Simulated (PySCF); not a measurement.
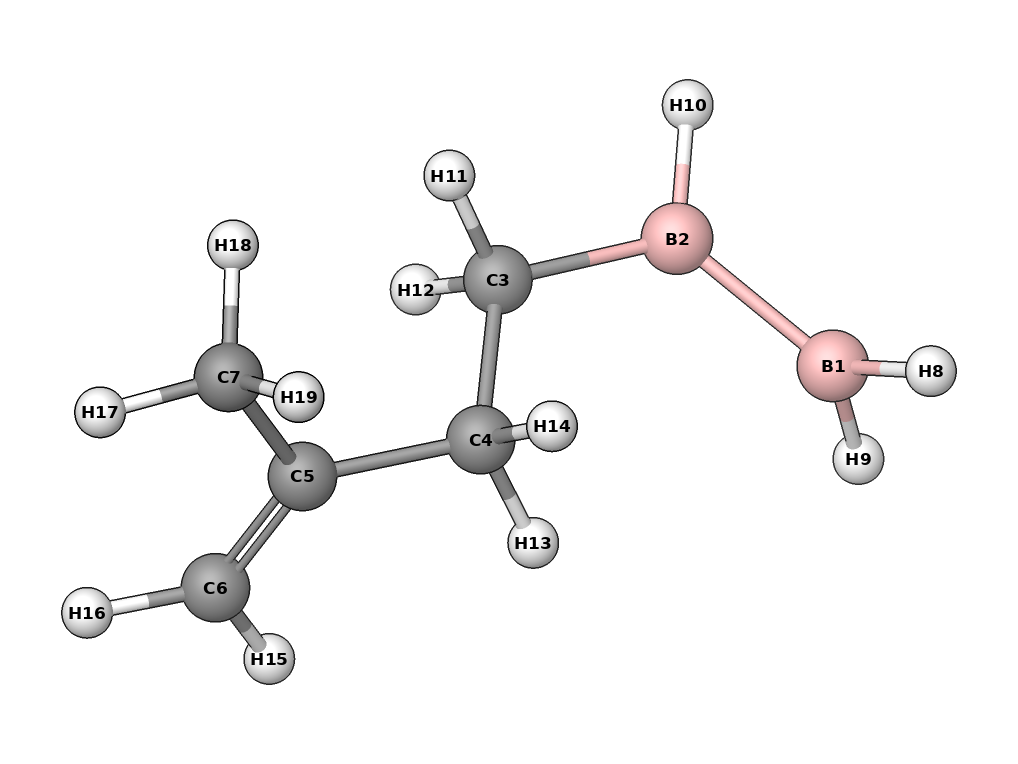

The computed structure is the end point of a GFN2-xTB optimisation. No frequency run is at hand to confirm it as a minimum. Electric field gradients from the ground-state density, PBE0/pcSseg-1 (PySCF 2.14.0), non-relativistic apart from any core potentials.

Give the largest field-gradient component, the quadrupole coupling constant and the asymmetry for 11B at B1 (Q = 40.59 mb), 11B at B2 (Q = 40.59 mb), 2H at H8 (Q = 2.86 mb), 2H at H9 (Q = 2.86 mb), 2H at H10 (Q = 2.86 mb), 2H at H11 (Q = 2.86 mb).

```
atom  V_zz (a.u.)  e²qQ/h (MHz)     η
  B1        0.668          6.37  0.19
  B2        0.630          6.01  0.18
  H8        0.241         0.162  0.17
  H9        0.240         0.162  0.17
 H10        0.234         0.157  0.14
 H11        0.309         0.207  0.04
```

The geometry is semi-empirical. Around B such bond lengths and angles can be off by a tenth of an ångström or more and by several degrees, and values that hang on the shape move with them.
